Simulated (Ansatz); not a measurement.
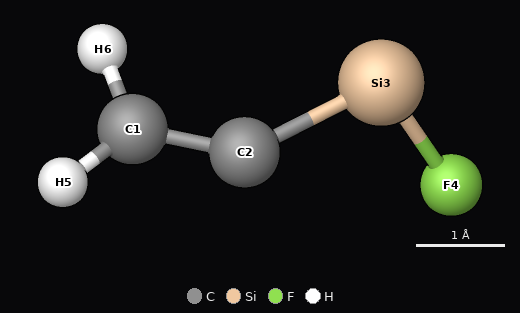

Figure 1. The starting structure (ball-and-stick view, seen at a tilt; atoms are numbered from 1 in the order of the input). Bond lengths as drawn: C–C 1.31 Å, C–H 1.08 to 1.09 Å, C–Si 1.81 Å and F–Si 1.64 Å.

## Run report: C$_{2}$H$_{2}$FSi, geometry relaxation

C$_{2}$H$_{2}$FSi, multiplicity 2, computed with UKS PBE0-D4/def2-SVP (Ansatz 0.2.0).

It belongs to a series of runs on one base structure; here: end point B relaxed. Figures and captions count atoms from 1; the log counts them from 0 in places.

Input
```yaml
crystal:
  periodic: [false, false, false]
  atoms:
    - { symbol: C, position_ang: [-0.03945, 1.10644, 0.23775] }
    - { symbol: C, position_ang: [-0.07061, -0.02152, -0.42123] }
    - { symbol: Si, position_ang: [0.37566, -0.6452, -2.06096] }
    - { symbol: F, position_ang: [-0.94449, -1.4949, -2.52043] }
    - { symbol: H, position_ang: [-0.28396, 1.24816, 1.28751] }
    - { symbol: H, position_ang: [0.28437, 2.01079, -0.26271] }
magnetization:
  spin_polarized: true
  initial_magnetization: 1
basis:
  gaussian: { orbitals: def2-SVP }
hamiltonian:
  xc: pbe0
  dispersion: d4
relax:
  f_tol: 0.015
  max_steps: 40
```

Machine: 1 thread of Arm Neoverse N1, 98 GiB of memory available, shared host.

Launched with:
```bash
ansatz run input.yaml --threads 1 --pin off --max-ram 2048MiB --backend cpu --events-out ev --progress --plain --runs-dir out
```

Output
```
The last accepted step is kept in [file] (removed where the run ends without a failure and the disk answers)
Engine: ansatz 0.2.0, aarch64-unknown-linux-gnu
Functional definition: PBE0
  parameter a = 0.25
  parameter kappa = 0.804
  parameter beta = 0.06672455060314922
  exchange = (1 - a)*pbe_x(kappa = kappa, mu = beta*pi^2/3) + a*exact_x
  correlation = pbe_c(beta = beta)
753 factors; integrals over basis functions are off by at most 3.8e-4 eV
mean field evaluation 1: about -12675.2898 eV, gradient 3.8e1 eV
mean field evaluation 2: about -12638.1929 eV, gradient 7.8e1 eV
mean field evaluation 4: about -12683.3687 eV, gradient 1.1e1 eV
mean field evaluation 8: about -12683.9827 eV, gradient 3.4e-1 eV
mean field evaluation 16: about -12684.0015 eV, gradient 6.4e-3 eV
mean field -12684.00150054 eV, -466.1284576200 hartree, gradient 7.2e-5 eV, S^2 0.804982; 0 other end points of the search recorded, 0 dependent functions left out
the calculation of the forces begins
reference -12684.00152393 eV, -466.1284584795 hartree; 19, 18 occupied and 51, 52 virtual orbitals, 753 factors
relax step   1: F+E_penalty+E_count = -12684.09543371 eV  Δ(F+E_penalty+E_count) = +0.000e0 eV  max|allowed force component| = 6.258e-1 eV/Å  Δτ_max = 0.0000 Å  (38 SCF iters, accepted)
these checks for a lower state are left out or cut short: starts, cluster_reference, orbital_swaps, neighbouring_geometries, increment
753 factors; integrals over basis functions are off by at most 4.1e-4 eV
mean field evaluation 32: about -12684.0288 eV, gradient 2.1e-5 eV
mean field -12684.02875048 eV, -466.1294590367 hartree, gradient 2.1e-5 eV, S^2 0.802969; 0 other end points of the search recorded, 0 dependent functions left out
[... from here on the field's lines of each further geometry are left out, up to the last ...]
relax step   2: F+E_penalty+E_count = -12684.12192442 eV  Δ(F+E_penalty+E_count) = -2.649e-2 eV  max|allowed force component| = 7.282e-1 eV/Å  Δτ_max = 0.1061 Å  (40 SCF iters, accepted)
relax step   3: F+E_penalty+E_count = -12684.16092459 eV  Δ(F+E_penalty+E_count) = -3.900e-2 eV  max|allowed force component| = 5.719e-1 eV/Å  Δτ_max = 0.0656 Å  (41 SCF iters, accepted)
relax step   4: F+E_penalty+E_count = -12684.21115772 eV  Δ(F+E_penalty+E_count) = -5.023e-2 eV  max|allowed force component| = 8.888e-1 eV/Å  Δτ_max = 0.2000 Å  (40 SCF iters, accepted)
relax step   5: F+E_penalty+E_count = -12684.23204265 eV  Δ(F+E_penalty+E_count) = -2.088e-2 eV  max|allowed force component| = 3.966e-1 eV/Å  Δτ_max = 0.0523 Å  (40 SCF iters, accepted)
relax step   6: F+E_penalty+E_count = -12684.22240625 eV  Δ(F+E_penalty+E_count) = +9.636e-3 eV  max|allowed force component| = 6.401e-1 eV/Å  Δτ_max = 0.1996 Å  (46 SCF iters, rejected (line search))
relax step   7: F+E_penalty+E_count = -12684.25062130 eV  Δ(F+E_penalty+E_count) = -1.858e-2 eV  max|allowed force component| = 9.253e-2 eV/Å  Δτ_max = 0.0976 Å  (40 SCF iters, accepted)
relax step   8: F+E_penalty+E_count = -12684.25267856 eV  Δ(F+E_penalty+E_count) = -2.057e-3 eV  max|allowed force component| = 5.873e-2 eV/Å  Δτ_max = 0.0427 Å  (41 SCF iters, accepted)
relax step   9: F+E_penalty+E_count = -12684.22137108 eV  Δ(F+E_penalty+E_count) = +3.131e-2 eV  max|allowed force component| = 6.659e-1 eV/Å  Δτ_max = 0.0901 Å  (42 SCF iters, rejected (line search))
relax step  10: F+E_penalty+E_count = -12684.25407572 eV  Δ(F+E_penalty+E_count) = -1.397e-3 eV  max|allowed force component| = 3.090e-2 eV/Å  Δτ_max = 0.0443 Å  (42 SCF iters, accepted)
relax step  11: F+E_penalty+E_count = -12684.25435563 eV  Δ(F+E_penalty+E_count) = -2.799e-4 eV  max|allowed force component| = 1.854e-2 eV/Å  Δτ_max = 0.0290 Å  (43 SCF iters, accepted)
relax step  12: F+E_penalty+E_count = -12684.25445897 eV  Δ(F+E_penalty+E_count) = -1.033e-4 eV  max|allowed force component| = 4.140e-3 eV/Å  Δτ_max = 0.0142 Å  (43 SCF iters, accepted)
relax step  13: F+E_penalty+E_count = -12684.25449289 eV  Δ(F+E_penalty+E_count) = -3.392e-5 eV  max|allowed force component| = 1.679e-2 eV/Å  Δτ_max = 0.0178 Å  (42 SCF iters, accepted)
the calculation of the forces begins
reference -12684.16294498 eV, -466.1343905937 hartree; 19, 18 occupied and 51, 52 virtual orbitals, 753 factors
relax step  14: F+E_penalty+E_count = -12684.25449968 eV  Δ(F+E_penalty+E_count) = -6.789e-6 eV  max|allowed force component| = 1.247e-2 eV/Å  Δτ_max = 0.0020 Å  (36 SCF iters, accepted)
753 factors; integrals over basis functions are off by at most 4.7e-4 eV
mean field evaluation 128: about -12684.0855 eV, gradient 1.2e0 eV
```

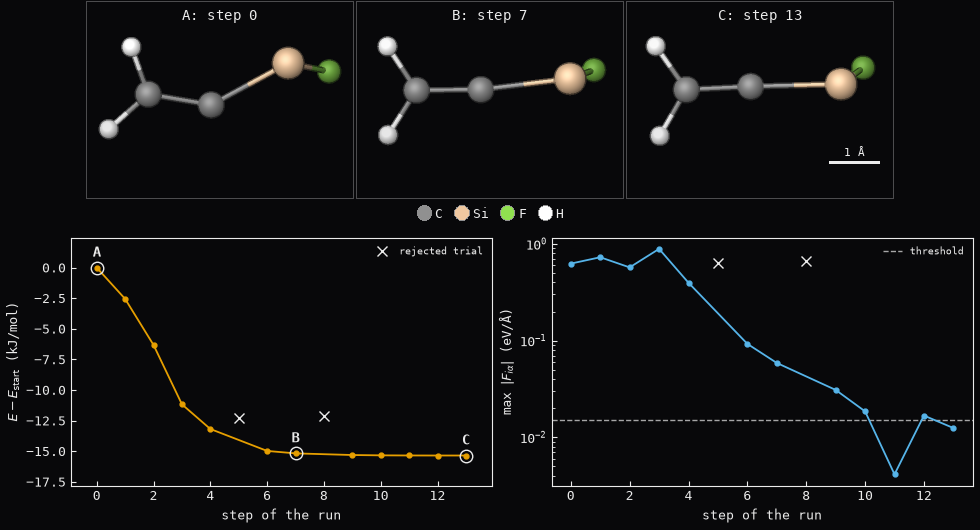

Figure 2. Frames of the relaxation (ball-and-stick view, seen at a tilt) above the curves, on which the letters mark them (the first geometry is step 0 here and step 1 in the log).

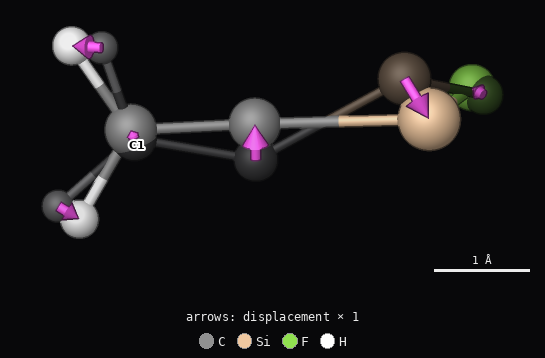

Figure 3. Start (faint) and end (solid) with the displacements as pink arrows, at true length (ball-and-stick view, seen at a tilt). The two geometries are laid on each other by the best rigid fit. Over 13 geometry steps the energy falls by 15.3 kJ/mol. The largest force component goes from 0.63 to 0.012 eV/Å. The line search rejected the trial steps at points 5, 8 (counted from 0) and went back. The largest move after the best rigid fit is that of Si3, 0.50 Å. By element the largest moves are Si 0.50 Å, C 0.40 Å, H 0.35 Å, F 0.17 Å. Among the contacts that change: C2–Si3 1.810 → 1.852 Å, C1–H6 1.083 → 1.101 Å, C1–H5 1.087 → 1.101 Å, Si3–F4 1.636 → 1.644 Å. Among the angles that change: C1–C2–Si3 138.4° → 171.4°, C2–Si3–F4 103.6° → 98.9°, C2–C1–H5 126.5° → 121.9°. (Atoms are counted from 1 in the order of the input.)

```
mean field -12684.16292068 eV, -466.1343897006 hartree, gradient 2.4e-5 eV, S^2 0.760351; 3 other end points of the search recorded, 0 dependent functions left out
the calculation of the forces begins
reference -12684.16294498 eV, -466.1343905937 hartree; 19, 18 occupied and 51, 52 virtual orbitals, 753 factors
Total energy: -12684.25452398 eV, -466.1377560599 hartree
Atom 0 at    -0.020389     1.193878     0.193061 Å, force     0.003274     0.002987     0.006582 eV/Å
Atom 1 at     0.065153     0.239539    -0.696836 Å, force     0.000527    -0.009426    -0.008875 eV/Å
Atom 2 at     0.459271    -1.104924    -1.908592 Å, force    -0.012472     0.004452     0.002158 eV/Å
Atom 3 at    -1.051657    -1.362093    -2.503157 Å, force     0.010744     0.002160     0.004055 eV/Å
Atom 4 at    -0.233184     0.983632     1.252246 Å, force    -0.000396     0.000188    -0.003555 eV/Å
Atom 5 at     0.102327     2.253738    -0.076792 Å, force    -0.001677    -0.000361    -0.000364 eV/Å
Dipole moment:     0.123155     0.335895     0.350604 e Å
```

Trajectory as extended XYZ (Å, eV, eV/Å), 14 frames, from step=1 to step=14
```
6
Properties=species:S:1:pos:R:3:forces:R:3 step=1 energy=-12684.09543
C    -0.0394    1.1064    0.2377    0.0980   0.2492   0.3453
C    -0.0706   -0.0215   -0.4212   -0.1477  -0.2182  -0.0277
Si    0.3757   -0.6452   -2.0610    0.1618  -0.4593  -0.4648
F    -0.9445   -1.4949   -2.5204   -0.0483  -0.0147  -0.0286
H    -0.2840    1.2482    1.2875   -0.1651  -0.1829   0.4506
H     0.2844    2.0108   -0.2627    0.1012   0.6258  -0.2749
6
Properties=species:S:1:pos:R:3:forces:R:3 step=2 energy=-12684.12192
C     0.0316    1.1094    0.2561   -0.7282   0.3481  -0.2373
C    -0.0484   -0.0123   -0.4319    0.2479   0.3586   0.1356
Si    0.4132   -0.7429   -2.0432   -0.1478  -0.3895  -0.2548
F    -0.9838   -1.4498   -2.5483    0.1782   0.0898   0.0967
H    -0.3004    1.2310    1.2979    0.2330  -0.2288   0.0821
H     0.2093    2.0683   -0.2707    0.2168  -0.1782   0.1775
6
Properties=species:S:1:pos:R:3:forces:R:3 step=3 energy=-12684.16093
C    -0.0292    1.1292    0.2418    0.0263   0.2645   0.0124
C    -0.0732    0.0064   -0.4528    0.1041   0.5719   0.1072
Si    0.4174   -0.7593   -2.0478   -0.2390  -0.3232  -0.1276
F    -0.9742   -1.4784   -2.5547    0.2109   0.1036   0.0969
H    -0.2629    1.2106    1.3246    0.0446  -0.1618  -0.3618
H     0.2437    2.0953   -0.2512   -0.1469  -0.4551   0.2729
6
Properties=species:S:1:pos:R:3:forces:R:3 step=4 energy=-12684.21116
C    -0.0207    1.1909    0.2340   -0.1170  -0.1443   0.3833
C    -0.0363    0.1644   -0.5697    0.0574  -0.7831  -0.8888
Si    0.4219   -0.8651   -2.0624    0.0389   0.2096   0.4201
F    -1.0052   -1.5395   -2.4992   -0.0834   0.0849   0.0696
H    -0.3102    1.0807    1.2913    0.0708   0.1594  -0.0330
H     0.2720    2.1724   -0.1340    0.0334   0.4735   0.0489
6
Properties=species:S:1:pos:R:3:forces:R:3 step=5 energy=-12684.23204
C    -0.0210    1.1824    0.2275   -0.0869  -0.1888   0.0639
C    -0.0282    0.1437   -0.5724    0.1568  -0.1706  -0.3966
Si    0.4453   -0.8998   -2.0404   -0.1556   0.0987   0.2758
F    -1.0173   -1.4886   -2.5013    0.0548   0.0544   0.0377
H    -0.2912    1.0824    1.2917    0.0480   0.1010  -0.0693
H     0.2339    2.1836   -0.1452   -0.0172   0.1053   0.0885
6
Properties=species:S:1:pos:R:3:forces:R:3 step=6 energy=-12684.22241 accepted=F
C    -0.0155    1.1822    0.1921    0.0404   0.2379   0.1089
C     0.0902    0.2105   -0.6750   -0.4897   0.4778   0.4443
Si    0.4409   -1.0604   -1.9221    0.4797  -0.6401  -0.6045
F    -1.0544   -1.3952   -2.5152   -0.0698   0.1538   0.1667
H    -0.2546    1.0237    1.2533   -0.0136  -0.1890   0.0319
H     0.1149    2.2430   -0.0732    0.0530  -0.0404  -0.1474
6
Properties=species:S:1:pos:R:3:forces:R:3 step=7 energy=-12684.25062
C    -0.0219    1.1845    0.2090    0.0053  -0.0571  -0.0342
C     0.0286    0.1808   -0.6328   -0.0006   0.0925   0.0156
Si    0.4598   -0.9876   -2.0005    0.0513   0.0195   0.0541
F    -1.0429   -1.4369   -2.4818   -0.0503   0.0033   0.0031
H    -0.2852    1.0415    1.2693    0.0114  -0.0064  -0.0516
H     0.1832    2.2215   -0.1033   -0.0170  -0.0518   0.0130
6
Properties=species:S:1:pos:R:3:forces:R:3 step=8 energy=-12684.25268
C    -0.0244    1.1844    0.2002    0.0362   0.0166   0.0271
C     0.0481    0.1941   -0.6508   -0.0238   0.0433   0.0020
Si    0.4663   -1.0212   -1.9749    0.0064  -0.0587  -0.0470
F    -1.0510   -1.4052   -2.4766    0.0101   0.0029   0.0068
H    -0.2756    1.0240    1.2581   -0.0246  -0.0278   0.0408
H     0.1580    2.2277   -0.0961   -0.0043   0.0236  -0.0297
6
Properties=species:S:1:pos:R:3:forces:R:3 step=9 energy=-12684.22137 accepted=F
C     0.0388    1.1795    0.1967   -0.6659   0.4028  -0.0853
C     0.1135    0.2316   -0.7003    0.1778   0.0038   0.0736
Si    0.4731   -1.0931   -1.9401   -0.3464  -0.0643  -0.1144
F    -1.0818   -1.3525   -2.4501    0.3456   0.0376   0.0795
H    -0.3086    0.9829    1.2247    0.2534  -0.0886   0.0141
H     0.0866    2.2554   -0.0710    0.2355  -0.2914   0.0326
6
Properties=species:S:1:pos:R:3:forces:R:3 step=10 energy=-12684.25408
C    -0.0203    1.1905    0.1975    0.0043   0.0072  -0.0237
C     0.0592    0.2222   -0.6784   -0.0233   0.0247   0.0260
Si    0.4645   -1.0577   -1.9498    0.0211  -0.0309  -0.0231
F    -1.0545   -1.3931   -2.4798   -0.0017   0.0105   0.0063
H    -0.2666    0.9984    1.2527    0.0045   0.0024   0.0024
H     0.1392    2.2434   -0.0822   -0.0050  -0.0138   0.0121
6
Properties=species:S:1:pos:R:3:forces:R:3 step=11 energy=-12684.25436
C    -0.0207    1.1914    0.1958   -0.0038  -0.0118  -0.0004
C     0.0579    0.2256   -0.6828    0.0100   0.0185   0.0060
Si    0.4637   -1.0798   -1.9310   -0.0069  -0.0038  -0.0010
F    -1.0521   -1.3749   -2.4932    0.0009  -0.0042  -0.0030
H    -0.2476    0.9950    1.2546   -0.0003   0.0007  -0.0010
H     0.1203    2.2465   -0.0834    0.0001   0.0005  -0.0006
6
Properties=species:S:1:pos:R:3:forces:R:3 step=12 energy=-12684.25446
C    -0.0204    1.1927    0.1945    0.0003   0.0019   0.0000
C     0.0623    0.2337   -0.6908   -0.0018   0.0017   0.0014
Si    0.4616   -1.0904   -1.9218    0.0021  -0.0041  -0.0015
F    -1.0525   -1.3713   -2.4960   -0.0002   0.0020   0.0007
H    -0.2433    0.9887    1.2527    0.0008  -0.0012  -0.0009
H     0.1139    2.2504   -0.0786   -0.0011  -0.0003   0.0003
6
Properties=species:S:1:pos:R:3:forces:R:3 step=13 energy=-12684.25449
C    -0.0199    1.1937    0.1933   -0.0046   0.0026   0.0094
C     0.0648    0.2390   -0.6962    0.0056  -0.0153  -0.0130
Si    0.4597   -1.1037   -1.9101   -0.0168   0.0087   0.0056
F    -1.0519   -1.3628   -2.5024    0.0126   0.0017   0.0039
H    -0.2345    0.9842    1.2523    0.0024   0.0003  -0.0055
H     0.1032    2.2534   -0.0770    0.0008   0.0019  -0.0003
6
Properties=species:S:1:pos:R:3:forces:R:3 step=14 energy=-12684.25450
C    -0.0204    1.1939    0.1931    0.0033   0.0030   0.0066
C     0.0652    0.2395   -0.6968    0.0005  -0.0094  -0.0089
Si    0.4593   -1.1049   -1.9086   -0.0125   0.0045   0.0022
F    -1.0517   -1.3621   -2.5032    0.0107   0.0022   0.0041
H    -0.2332    0.9836    1.2522   -0.0004   0.0002  -0.0036
H     0.1023    2.2537   -0.0768   -0.0017  -0.0004  -0.0004
```

Results in brief

| quantity | value |
| --- | --- |
| outcome | converged |
| total energy | −12684.2545 eV |
| mean-field energy | −12684.1629 eV |
| ⟨S²⟩ | 0.760 |
| largest force (length of the vector) at the end | 0.013 eV/Å |
| wall time | 92 s |
| peak memory | 0.16 GiB |
